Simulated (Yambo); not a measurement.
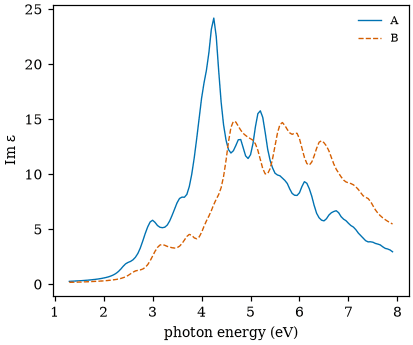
Fig. 1. Two computed absorption spectra of SnS₂ (CdI2 type, space group P-3m1, No. 164) (Yambo, LDA bands with the same scissor, field along x)

Axes are Cartesian, with cell vectors (Å) (3.67, 0.00, 0.00), (-1.84, 3.18, 0.00), (0.00, 0.00, 6.23).

Problem. Which curve includes the electron-hole attraction (BSE), and where are its main peaks?

Solution. Curve A: the attraction moves weight to lower energy (centre of the plotted range 4.9 eV against 5.6 eV). Its peaks lie at 4.2 eV, 5.2 eV, 6.1 eV, 6.8 eV. Settings: 9×9×4 mesh, 5 valence and 5 conduction bands, static screening with 40 bands and a 4 Ry block, scissor 0.85 eV, Tamm-Dancoff. The scissor comes from a G0W0 run whose convergence isn't established. Broadening 0.15 eV. The band window holds all transitions up to 7.9 eV. Fine structure above the onset can come from the mesh.

The standard potential for Sn keeps a d shell in the valence without the s and p states of that shell. In tests on such compounds this moved G0W0 gaps by up to about 0.9 eV, so absolute quasiparticle energies here are unreliable; differences between settings are what counts.

Spin-orbit coupling is not included.

Geometry of the Materials Project entry, not relaxed at this level; primitive cell a = 3.674 Å, b = 3.674 Å, c = 6.229 Å, α = 90.00°, β = 90.00°, γ = 120.00°.

The distance between layers or molecules is the database entry's, not relaxed here. Functionals without dispersion can leave it too large, which widens gaps and weakens the response across layers: the numbers belong to this cell.
